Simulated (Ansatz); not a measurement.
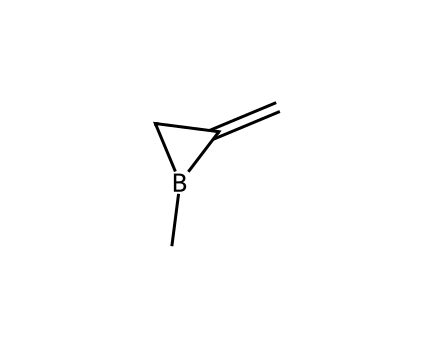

Source: calculation with Ansatz.

A structural formula.

Q: Write the SMILES.

A: C=C1CB1C

Q: Give the formula, hydrogens included.

A: C4H7B.
